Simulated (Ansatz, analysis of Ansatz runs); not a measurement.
# Can an added hole hop between F atoms in LiF (Fm-3m)?, part 2 of 3

Question: does an added hole stay on the F atom where it is started in LiF (Fm-3m), and if so, how high is the barrier for a hop to another F site nearby? Model: a cell of 128 host atoms.

Ansatz 0.2.0; plane-wave PAW DFT, PBEsol+U; relaxation of all atoms of a supercell at fixed charge in a uniform background; PAW set soft_1.

So far. Step 2 (The cell without the carrier): The largest displacement from an ideal site is 0.003 Å.

## Step 3: The hole on the first site

The nearest neighbour or neighbours of the site start displaced and the site's starting moment is changed by the carrier's spin, since a carrier doesn't trap itself in the undistorted lattice.

File A.relax/input.yaml:

```yaml
crystal:
  lattice:
    - [0.0, 8.0131754, 8.0131754]
    - [8.0131754, 0.0, 8.0131754]
    - [8.0131754, 8.0131754, 0.0]
  atoms:
    - { symbol: Li, position: [-0.000287, 0.000371, -3.3e-05] }
    - { symbol: F, position: [0.124709, 0.125264, 0.124954] }
[... 2 atom lines left out ...]
    - { symbol: Li, position: [-0.000279, 0.000124, 0.500062] }
[... 8 atom lines left out ...]
    - { symbol: F, position: [0.124783, 0.37523, 0.625005] }
[... 1 atom line left out ...]
    - { symbol: F, position: [0.124636, 0.375272, 0.875082] }
[... 3 atom lines left out ...]
    - { symbol: F, position: [0.12469, 0.625205, 0.375102] }
    - { symbol: Li, position: [-0.000135, 0.500098, 0.500053] }
    - { symbol: F, position: [0.124733, 0.625233, 0.625092] }
    - { symbol: Li, position: [-0.000371, 0.500236, 0.75017] }
    - { symbol: F, position: [0.124735, 0.625309, 0.874992] }
[... 1 atom line left out ...]
    - { symbol: F, position: [0.124751, 0.875141, 0.125123] }
    - { symbol: Li, position: [-0.000178, 0.750175, 0.249961] }
    - { symbol: F, position: [0.124712, 0.875227, 0.375125] }
    - { symbol: Li, position: [-0.00034, 0.750244, 0.500072] }
    - { symbol: F, position: [0.124754, 0.875274, 0.62506] }
    - { symbol: Li, position: [-0.00033, 0.750323, 0.75009] }
[... 3 atom lines left out ...]
    - { symbol: Li, position: [0.249688, 0.000263, 0.24997] }
[... 1 atom line left out ...]
    - { symbol: Li, position: [0.249703, 0.000335, 0.499916] }
[... 6 atom lines left out ...]
    - { symbol: F, position: [0.37486, 0.375221, 0.375002] }
    - { symbol: Li, position: [0.249809, 0.250275, 0.499886] }
    - { symbol: F, position: [0.374684, 0.375268, 0.625044] }
    - { symbol: Li, position: [0.249638, 0.25021, 0.750074] }
    - { symbol: F, position: [0.37475, 0.375285, 0.874988] }
[... 1 atom line left out ...]
    - { symbol: F, position: [0.37483, 0.625139, 0.125111] }
    - { symbol: Li, position: [0.249996, 0.500184, 0.249976] }
    - { symbol: F, position: [0.37464, 0.625266, 0.375209], spin: 1.0 }
    - { symbol: Li, position: [0.240278, 0.490865, 0.509607] }
    - { symbol: F, position: [0.374775, 0.625347, 0.625089] }
    - { symbol: Li, position: [0.249675, 0.500369, 0.750082] }
[... 2 atom lines left out ...]
    - { symbol: F, position: [0.374701, 0.875276, 0.125101] }
    - { symbol: Li, position: [0.240344, 0.75952, 0.24082] }
    - { symbol: F, position: [0.374789, 0.87527, 0.375013] }
    - { symbol: Li, position: [0.240437, 0.75964, 0.509347] }
[... 1 atom line left out ...]
    - { symbol: Li, position: [0.249728, 0.750422, 0.749836] }
[... 12 atom lines left out ...]
    - { symbol: F, position: [0.624712, 0.375326, 0.375037] }
    - { symbol: Li, position: [0.499759, 0.250304, 0.500095] }
    - { symbol: F, position: [0.624663, 0.375365, 0.625052] }
    - { symbol: Li, position: [0.499612, 0.250444, 0.750004] }
[... 2 atom lines left out ...]
    - { symbol: F, position: [0.624651, 0.625302, 0.125202] }
    - { symbol: Li, position: [0.509251, 0.490801, 0.240842] }
    - { symbol: F, position: [0.624676, 0.625298, 0.375073] }
    - { symbol: Li, position: [0.509111, 0.491052, 0.509402] }
[... 1 atom line left out ...]
    - { symbol: Li, position: [0.49973, 0.50043, 0.750003] }
[... 3 atom lines left out ...]
    - { symbol: Li, position: [0.509093, 0.759567, 0.240787] }
[... 1 atom line left out ...]
    - { symbol: Li, position: [0.499851, 0.750235, 0.500068] }
[... 24 atom lines left out ...]
    - { symbol: F, position: [0.874687, 0.625269, 0.625096] }
[... 7 atom lines left out ...]
    - { symbol: F, position: [0.874745, 0.875336, 0.625059] }
[... 1 atom line left out ...]
    - { symbol: F, position: [0.874666, 0.875224, 0.875164] }
total_charge: 1
basis:
  ecutwfc: 420
  xc_grid: 2
hamiltonian:
  xc: pbesol
  hubbard:
    sites: [{ species: F, l: p, u_eff: 6.0 }]
    projectors: ortho-atomic
  pseudopotentials: { kind: paw, azcp: { folder: soft_1 }, xc_functional: pbe }
kpoints:
  mp_grid: { grid: [1, 1, 1] }
magnetization:
  spin_polarized: true
  initial_magnetization: 1
  spin_locking: { lock_magnetization: hard }
scf:
  occupations: { method: fermi_dirac, width: 0.01 }
  max_iter: 120
  lower_state_search: "off"
output:
  forces: true
relax:
  f_tol: 0.015
  max_steps: 70
  escape_saddle: false
checkpoint:
  write: "../A.relax.run"
  compress: false
  write_wavefunctions: true
  write_every: 100000
```

Command:

```sh
> ansatz run input.yaml --threads 8 --pin off --max-ram 17899MiB --backend cpu --events-out ev --progress --plain --runs-dir out
```

Numbers of over 12 decimals in the logs are rounded to 6 here.

What it wrote:

```text
[...]
Crystal: 128 atoms, lattice volume = 1029.068 Å³
Basis set: ecut = 420 eV, 20107 PW (Γ), exchange–correlation on 160×160×160 points (8 copies of the dense FFT grid, shifted against one another)
Bands: 448, of which v1, the nominal top of the filled ones, is band 320 counted from 1 (319 counted from 0)
Symmetry: 1 space group operations
[...]
k-points: 1
[...]
Starting moments: Σ|m| = 1 μB on 1 of 128 sites
[...]
SCF iter   1: F=—  HF=-64358.955254 eV  |F-HF|=—  |Δ(HF+E_count)|=         —  Δρ=3.08e-2 (↑3.07e-2 ↓3.08e-2)  dr2=2.55e1  dr2_m=3.75e-3  M=1.000 μB ∫|m|=1.022 μB  β_m=0.30  ethr=3.10e-3  ⟨swp⟩=6.0  Hψ=3987  notcnv=0  defer=85
[...]
spin=Collinear: Resta preconditioning applied to the charge; magnetization (m = ρ↑ − ρ↓) channel mixes plain (no charge-response kernel on spin).
SCF iter   2: F=—  HF=-64372.219059 eV  |F-HF|=—  |Δ(HF+E_count)|=    1.33e1  Δρ=2.39e-2 (↑2.18e-2 ↓2.39e-2)  dr2=1.17e1  dr2_m=2.91e-1  M=1.000 μB ∫|m|=1.067 μB  β_m=0.62  ethr=3.10e-3  ⟨swp⟩=2.0  Hψ=1309  notcnv=0  defer=215
[...]
SCF iter  90: F=-64388.853293 eV  HF=-64388.853293 eV  |F-HF|=2.08e-8  |Δ(HF+E_count)|=  7.13e-10  Δρ=2.16e-5 (↑4.66e-6 ↓2.16e-5)  dr2=3.09e-6  dr2_m=1.29e-6  M=1.000 μB ∫|m|=1.088 μB  ethr=4.84e-10  ⟨swp⟩=1.0  Hψ=2653  notcnv=0
SCF 1 converged in 90 iterations: F = -64388.853293 eV  dr2 = 3.09e-6
[...]
relax step   1: F+E_penalty+E_count = -64388.85329337 eV  Δ(F+E_penalty+E_count) = +0.000e0 eV  max|allowed force component| = 2.678e-1 eV/Å  Δτ_max = 0.0000 Å  (90 SCF iters, dr2 threshold 5.63e-6 eV, accepted)
[...]
relax step   2: F+E_penalty+E_count = -64388.95071415 eV  Δ(F+E_penalty+E_count) = -9.742e-2 eV  max|allowed force component| = 3.618e-1 eV/Å  Δτ_max = 0.0184 Å  (15 SCF iters, dr2 threshold 4.48e-6 eV, accepted)
relax step   3: F+E_penalty+E_count = -64388.43040775 eV  Δ(F+E_penalty+E_count) = +5.203e-1 eV  max|allowed force component| = 5.674e-1 eV/Å  Δτ_max = 0.1954 Å  (15 SCF iters, dr2 threshold 8.18e-6 eV, rejected (line search))
relax step   4: F+E_penalty+E_count = -64389.15063128 eV  Δ(F+E_penalty+E_count) = -1.999e-1 eV  max|allowed force component| = 2.958e-1 eV/Å  Δτ_max = 0.0607 Å  (18 SCF iters, accepted)
relax step   5: F+E_penalty+E_count = -64389.17341102 eV  Δ(F+E_penalty+E_count) = -2.278e-2 eV  max|allowed force component| = 1.335e-1 eV/Å  Δτ_max = 0.0428 Å  (7 SCF iters, dr2 threshold 5.85e-5 eV, accepted)
relax step   6: F+E_penalty+E_count = -64389.17579700 eV  Δ(F+E_penalty+E_count) = -2.386e-3 eV  max|allowed force component| = 1.412e-1 eV/Å  Δτ_max = 0.0423 Å  (17 SCF iters, dr2 threshold 3.63e-6 eV, accepted)
relax step   7: F+E_penalty+E_count = -64389.20368767 eV  Δ(F+E_penalty+E_count) = -2.789e-2 eV  max|allowed force component| = 1.091e-1 eV/Å  Δτ_max = 0.0217 Å  (5 SCF iters, dr2 threshold 4.07e-6 eV, accepted)
relax step   8: F+E_penalty+E_count = -64389.20919118 eV  Δ(F+E_penalty+E_count) = -5.504e-3 eV  max|allowed force component| = 3.514e-2 eV/Å  Δτ_max = 0.0164 Å  (15 SCF iters, dr2 threshold 7.09e-6 eV, accepted)
relax step   9: F+E_penalty+E_count = -64389.21101948 eV  Δ(F+E_penalty+E_count) = -1.828e-3 eV  max|allowed force component| = 3.089e-2 eV/Å  Δτ_max = 0.0113 Å  (18 SCF iters, accepted)
relax step  10: F+E_penalty+E_count = -64389.21260535 eV  Δ(F+E_penalty+E_count) = -1.586e-3 eV  max|allowed force component| = 3.232e-2 eV/Å  Δτ_max = 0.0130 Å  (25 SCF iters, accepted)
relax step  11: F+E_penalty+E_count = -64389.21366703 eV  Δ(F+E_penalty+E_count) = -1.062e-3 eV  max|allowed force component| = 2.435e-2 eV/Å  Δτ_max = 0.0141 Å  (16 SCF iters, dr2 threshold 8.07e-7 eV, accepted)
relax step  12: F+E_penalty+E_count = -64389.21411605 eV  Δ(F+E_penalty+E_count) = -4.490e-4 eV  max|allowed force component| = 5.975e-3 eV/Å  Δτ_max = 0.0036 Å  (10 SCF iters, dr2 threshold 3.37e-7 eV, accepted)
[...]
SCF iter   2: F=-64389.214116 eV  HF=-64389.214116 eV  |F-HF|=1.51e-9  |Δ(HF+E_count)|=   4.61e-9  Δρ=1.01e-6 (↑4.55e-7 ↓1.01e-6)  dr2=9.49e-9  dr2_m=2.42e-9  M=1.000 μB ∫|m|=1.076 μB  ethr=6.27e-12  ⟨swp⟩=3.0  Hψ=1548  notcnv=0
SCF 13 converged in 2 iterations: F = -64389.214116 eV  dr2 = 9.49e-9
relax step  13: F+E_penalty+E_count = -64389.21411606 eV  Δ(F+E_penalty+E_count) = -1.557e-8 eV  max|allowed force component| = 5.980e-3 eV/Å  Δτ_max = 0.0000 Å  (2 SCF iters, accepted)
NSCF: frozen V_eff on 1 k-points
[...]
SCF converged after 2 iterations
Magnetization: 1.0000 μB (320.0000 up, 319.0000 down)
Absolute magnetization: 1.0781 μB (∫|ρ↑−ρ↓|, with the PAW one-centre terms)
[...]
Per-site moments (μB) at R_I (Å): [(-6.488464329468112e-7, 0.813665), (0.000466529, 0.817991), (1.727354182880269e-7, 0.814552), [... 125 left out ...]
Free energy (F): -64389.214116 eV
[...]
Internal energy: -64389.214116 eV  (E = F + TS)
E sigma→0 (E₀):  -64389.214116 eV
Fermi energy:    -0.752016 (↑ 4.376735, ↓ -0.755154) eV
[...]
--- Forces (eV/Å), atoms counted from 1 ---
  atom   1  Li    -0.00010833     0.00178668     0.00005585
  atom   2  F     -0.00099317     0.00181839    -0.00016723
  [... 17 atoms left out ...]
  atom  20  F     -0.00018139    -0.00042135    -0.00102454
  [... 1 atom left out ...]
  atom  22  F     -0.00051529     0.00094391    -0.00019741
  [... 5 atoms left out ...]
  atom  28  F     -0.00010948     0.00048996     0.00062180
  atom  29  Li    -0.00016002    -0.00289313     0.00015979
  [... 16 atoms left out ...]
  atom  46  F     -0.00007829    -0.00309477     0.00277973
  [... 5 atoms left out ...]
  atom  52  F      0.00015940    -0.00004180     0.00005361
  atom  53  Li     0.00031469     0.00008837     0.00088822
  atom  54  F     -0.00017227    -0.00046836    -0.00041983
  atom  55  Li     0.00220401     0.00207443    -0.00017274
  [... 5 atoms left out ...]
  atom  61  Li    -0.00598003     0.00004388    -0.00021299
  [... 67 atoms left out ...]
  max |Σ_I F_I| component: 3.73e-6 eV/Å
--- Band table (eV) ---
[...]
Occupation matrices written to <dir>
--- Relaxed structure (13 steps of the walk, 12 accepted, 0 SCFs on fresh bases) ---
  F+E_penalty+E_count = -64389.21411606 eV   max|allowed force component| = 5.980e-3 eV/Å
  atoms:
    - { symbol: Li, position: [-0.001658, 0.000771, -0.000462] }
    - { symbol: F, position: [0.126257, 0.122801, 0.124852] }
    [... 17 atoms left out ...]
    - { symbol: F, position: [0.125751, 0.625294, 0.375013] }
    [... 1 atom left out ...]
    - { symbol: F, position: [0.126943, 0.626048, 0.621132] }
    [... 5 atoms left out ...]
    - { symbol: F, position: [0.126903, 0.871384, 0.375784] }
    - { symbol: Li, position: [-0.002564, 0.751198, 0.501156] }
    [... 16 atoms left out ...]
    - { symbol: F, position: [0.374808, 0.389550, 0.610748] }
    [... 5 atoms left out ...]
    - { symbol: F, position: [0.374754, 0.625263, 0.375026] }
    - { symbol: Li, position: [0.231678, 0.488833, 0.511444] }
    - { symbol: F, position: [0.375729, 0.625997, 0.621146] }
    - { symbol: Li, position: [0.249738, 0.501764, 0.748454] }
    [... 5 atoms left out ...]
    - { symbol: Li, position: [0.237300, 0.762725, 0.512476] }
    [... 67 atoms left out ...]
```

Elapsed: 7.1 min, on 8 threads of Arm Neoverse V1, shared host; peak memory 2.9 GiB.

Step by step:

```tsv
step	energy less that of the first step (eV)	largest force component (eV/Å)
1	0.0000	0.2678
2	-0.0974	0.3618
3	0.4229	0.5674
4	-0.2973	0.2958
5	-0.3201	0.1335
6	-0.3225	0.1412
7	-0.3504	0.1091
8	-0.3559	0.0351
9	-0.3577	0.0309
10	-0.3593	0.0323
11	-0.3604	0.0244
12	-0.3608	0.0060
13	-0.3608	0.0060
```

Relaxation step 3 was tried and not accepted.

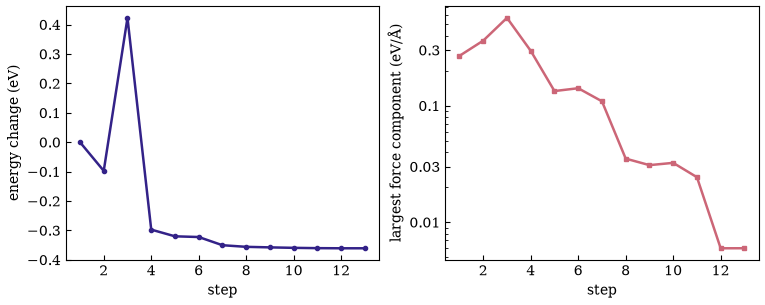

Energy and largest force along the relaxation.

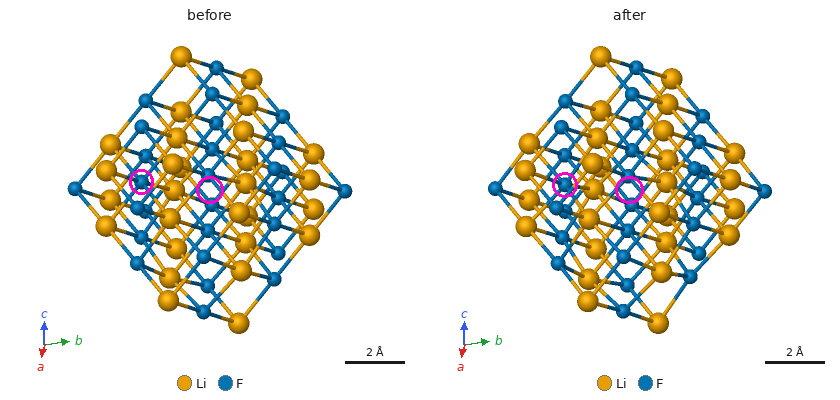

Before and after: the atoms that start within 5 Å of the centre. F46, which moves most, is ringed if it is among them. A ring with no atom in it marks the empty centre.

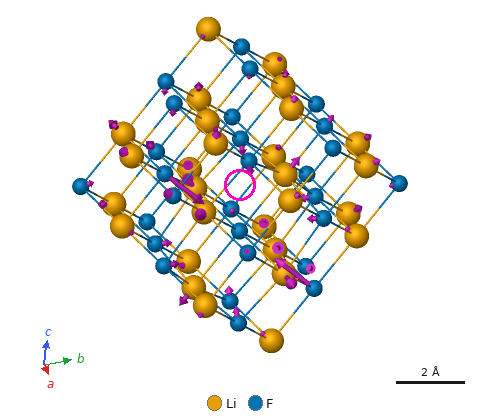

Displacements in the relaxation near the centre, exaggerated; the longest in the cell stands for 0.16 Å. A ring marks the centre wherever it is empty.

The atoms that moved most (Å):

```tsv
atom	dx	dy	dz	length
F46	0.000	-0.114	0.115	0.162
F58	-0.001	0.114	-0.115	0.162
Li59	0.000	-0.089	-0.053	0.104
Li85	-0.001	0.089	0.053	0.103
Li91	0.000	0.053	0.087	0.102
Li53	-0.002	-0.054	-0.085	0.101
Li65	0.001	-0.001	0.051	0.051
Li79	-0.001	0.051	-0.002	0.051
```

The moves above count from the input, in which the site's nearest neighbours were already displaced; the distances below compare with the cell without the carrier.

Distances from F52 without and with the hole:

```tsv
atom	without (Å)	with (Å)
Li61	2.00	2.20
Li85	2.00	2.24
Li59	2.00	2.24
Li91	2.00	2.24
Li53	2.00	2.24
Li83	2.00	2.20
```

The largest changes of the moments are 0.83 μB on F52, 0.04 μB on F58 and 0.04 μB on F46. The largest part sits on the chosen site.

## Step 4: The hole on the second site

The same start is made on the second site, to get the end of the hop.

File B.relax/input.yaml:

```yaml
crystal:
  lattice:
    - [0.0, 8.0131754, 8.0131754]
    - [8.0131754, 0.0, 8.0131754]
    - [8.0131754, 8.0131754, 0.0]
  atoms:
    - { symbol: Li, position: [-0.000287, 0.000371, -3.3e-05] }
    - { symbol: F, position: [0.124709, 0.125264, 0.124954] }
[... 19 atom lines left out ...]
    - { symbol: F, position: [0.124733, 0.625233, 0.625092], spin: 1.0 }
[... 23 atom lines left out ...]
    - { symbol: F, position: [0.374684, 0.375268, 0.625044] }
[... 5 atom lines left out ...]
    - { symbol: F, position: [0.37464, 0.625266, 0.375209] }
    - { symbol: Li, position: [0.258997, 0.490865, 0.490888] }
[... 7 atom lines left out ...]
    - { symbol: Li, position: [0.259156, 0.75964, 0.490628] }
[... 23 atom lines left out ...]
    - { symbol: Li, position: [0.499751, 0.500412, 0.500043] }
[... 42 atom lines left out ...]
    - { symbol: F, position: [0.874666, 0.875224, 0.875164] }
total_charge: 1
basis:
  ecutwfc: 420
  xc_grid: 2
hamiltonian:
  xc: pbesol
  hubbard:
    sites: [{ species: F, l: p, u_eff: 6.0 }]
    projectors: ortho-atomic
  pseudopotentials: { kind: paw, azcp: { folder: soft_1 }, xc_functional: pbe }
kpoints:
  mp_grid: { grid: [1, 1, 1] }
magnetization:
  spin_polarized: true
  initial_magnetization: 1
  spin_locking: { lock_magnetization: hard }
scf:
  occupations: { method: fermi_dirac, width: 0.01 }
  max_iter: 120
  lower_state_search: "off"
output:
  forces: true
relax:
  f_tol: 0.015
  max_steps: 70
  escape_saddle: false
checkpoint:
  write: "../B.relax.run"
  compress: false
  write_wavefunctions: true
  write_every: 100000
```

What it wrote:

```text
[...]
Crystal: 128 atoms, lattice volume = 1029.068 Å³
Basis set: ecut = 420 eV, 20107 PW (Γ), exchange–correlation on 160×160×160 points (8 copies of the dense FFT grid, shifted against one another)
Bands: 448, of which v1, the nominal top of the filled ones, is band 320 counted from 1 (319 counted from 0)
Symmetry: 1 space group operations
[...]
k-points: 1
[...]
Starting moments: Σ|m| = 1 μB on 1 of 128 sites
[...]
SCF iter   1: F=—  HF=-64358.957282 eV  |F-HF|=—  |Δ(HF+E_count)|=         —  Δρ=3.08e-2 (↑3.07e-2 ↓3.08e-2)  dr2=2.55e1  dr2_m=3.63e-3  M=1.000 μB ∫|m|=1.022 μB  β_m=0.30  ethr=3.10e-3  ⟨swp⟩=6.0  Hψ=3985  notcnv=0  defer=87
[...]
F+E_penalty+E_count = -64389.21401472 eV   max|allowed force component| = 1.391e-2 eV/Å
  atoms:
    - { symbol: Li, position: [-0.000962, 0.000172, 0.000116] }
    - { symbol: F, position: [0.124747, 0.125271, 0.125027] }
    [... 17 atoms left out ...]
    - { symbol: F, position: [0.123774, 0.624516, 0.378906] }
    [... 1 atom left out ...]
    - { symbol: F, position: [0.124739, 0.625182, 0.625140] }
    [... 5 atoms left out ...]
    - { symbol: F, position: [0.124662, 0.860998, 0.389313] }
    [... 17 atoms left out ...]
    - { symbol: F, position: [0.372656, 0.379067, 0.624304] }
    [... 5 atoms left out ...]
    - { symbol: F, position: [0.372501, 0.624448, 0.379014] }
    - { symbol: Li, position: [0.262310, 0.487689, 0.487514] }
    - { symbol: F, position: [0.373777, 0.625206, 0.625091] }
    [... 4 atoms left out ...]
    - { symbol: Li, position: [0.249758, 0.748714, 0.251680] }
    [... 1 atom left out ...]
    - { symbol: Li, position: [0.267918, 0.761786, 0.488529] }
    [... 23 atoms left out ...]
    - { symbol: Li, position: [0.501972, 0.499386, 0.498951] }
    [... 43 atoms left out ...]
[key lines of the parts left out:]
SCF converged after 2 iterations
Magnetization: 1.0000 μB (320.0000 up, 319.0000 down)
Free energy (F): -64389.214015 eV
Fermi energy:    -0.748084 (↑ 4.376727, ↓ -0.751228) eV
```

The job ended after 6.9 min (8 threads; peak memory 2.9 GiB; 53 min of CPU time).

Distances from F22 without and with the hole:

```tsv
atom	without (Å)	with (Å)
Li53	2.00	2.20
Li55	2.00	2.24
Li31	2.00	2.20
Li29	2.00	2.24
Li23	2.00	2.24
Li61	2.00	2.24
```

The largest changes of the moments are 0.83 μB on F22, 0.04 μB on F16 and 0.04 μB on F28. The largest part sits on the chosen site.

(Continued in part 3 of 3.)

[Logs are printed without paths, hosts, clocks, repeated set-up lines and the standing remarks that a program may print on its own settings, such as how far it seeks lower states.]

[Hosts, paths, dates, database ids (printed as entryN), source tags and the programs' standing remarks are cut or masked in the printed files.]
